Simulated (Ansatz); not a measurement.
**AlH$_{5}$O$_{3}$Si: density, localisation and related maps**

```yaml
atoms:
  - { symbol: Al, position_ang: [0.8744, 0.5361, -0.9254] }
  - { symbol: O, position_ang: [0.3260, 1.4072, -2.2658] }
  - { symbol: O, position_ang: [2.5500, 0.3809, -0.7683] }
  - { symbol: O, position_ang: [-0.1959, -0.1430, 0.1975] }
  - { symbol: Si, position_ang: [-1.2234, -0.7792, 1.3095] }
  - { symbol: H, position_ang: [-0.5927, 1.5735, -2.4762] }
  - { symbol: H, position_ang: [2.9961, -0.0826, -0.0597] }
  - { symbol: H, position_ang: [-2.4590, 0.0564, 1.4191] }
  - { symbol: H, position_ang: [-1.6213, -2.1661, 0.9178] }
  - { symbol: H, position_ang: [-0.5712, -0.8344, 2.6544] }
```

Geometry: PBE0-D4/def2-SVP.

All numbers below come from isolated molecule in a Gaussian basis; Kohn-Sham density functional theory, functional PBE0 (Ansatz).

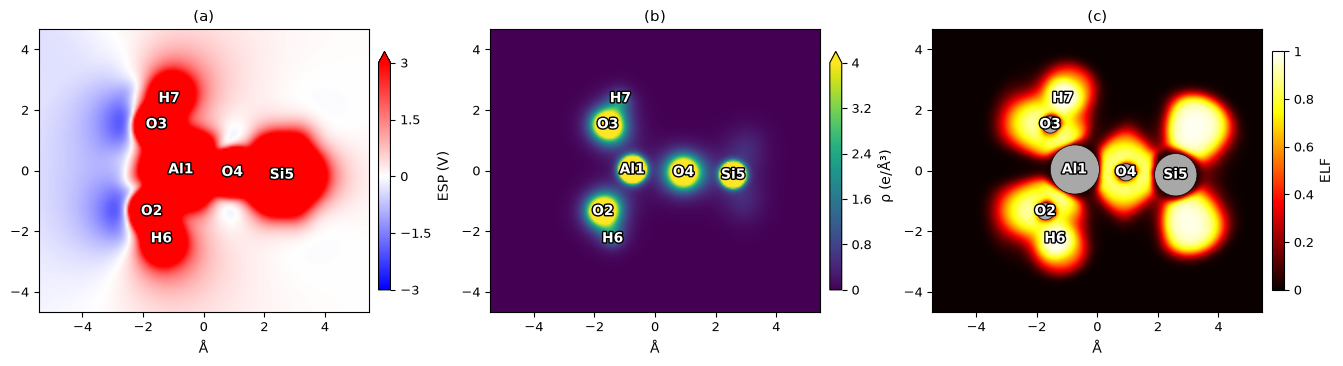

Figure 1. (a) electrostatic potential; (b) electron density; (c) electron localisation function on the plane of atoms Al1, O3 and H7. Grey discs cover the atomic cores in the ELF map.

Q: What do the fields say about this system?

A:
- Atoms in the plane: Al, O, Si and H.
- Si–O (1.64 Å): the density is about 1.1 e/Å³ at the midpoint; the ELF peaks at about 0.85 between the atoms: a shared but strongly polarised pair.
- Al–O (1.69 Å): ρ at the midpoint is about 0.93 e/Å³; the ELF peaks at about 0.85 in the valence shell of O, 0.6 Å from its nucleus, and is about 0.50 at the midpoint.
- O–H (0.96 Å): the density is about 3.7 e/Å³ at the midpoint; the ELF climbs to about 1 towards the hydrogen, as it does in any bond to H; an ordinary covalent bond to hydrogen.
- The ELF also peaks beside O2, O4 and O3, away from the bonds: lone-pair regions.
- Outside the dense part of the molecule the potential is most negative (−1.9 V) near O2 and O3.

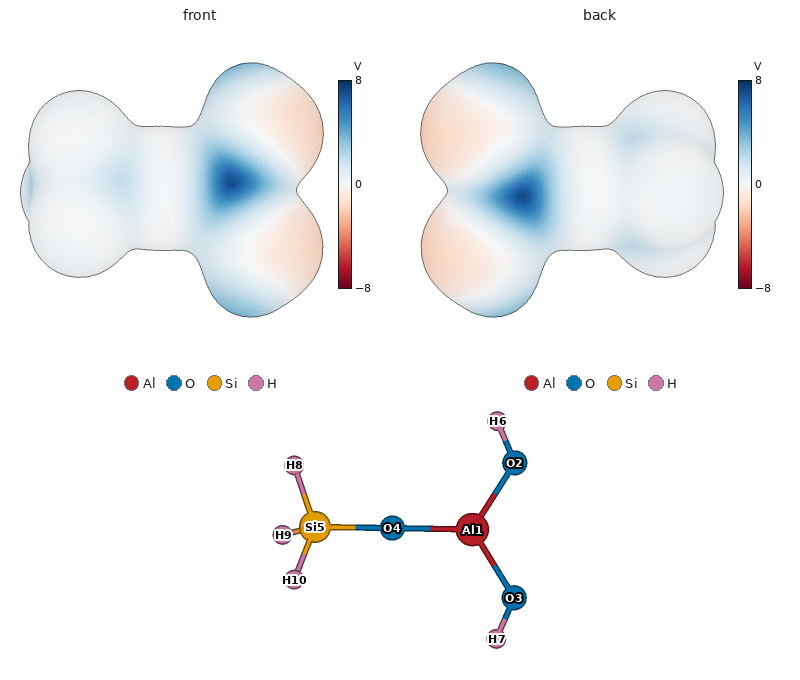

Figure 2. The electrostatic potential painted on the density surface at 0.004 e/bohr³, seen from the front and from behind; the colour scale runs from red (negative) to blue (positive). The bare structure is drawn below in the same view.

Q: Where is the surface potential most negative and most positive?

A: The most negative region (about −1.7 V) lies over O2 and O3, the most positive (about +6.6 V) over Al1.

Q: What dipole moment does the calculation give?

A: Its dipole moment is 1.52 D.

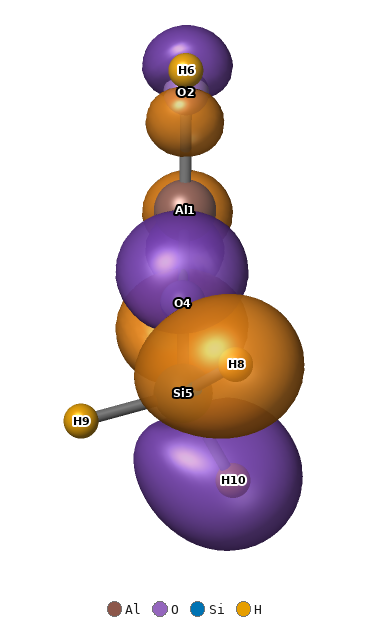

Figure 3. One frontier orbital at ±0.1 Å⁻³ᐟ² (orange and purple are the two phases), seen at an oblique angle.

Q: Which orbital is it: HOMO or LUMO?

A: The HOMO, at −8.73 eV. By Hirshfeld shares it lies mainly on O4 (about 35 %), Si5 (about 20 %), H8 (about 15 %) and H10 (about 15 %).
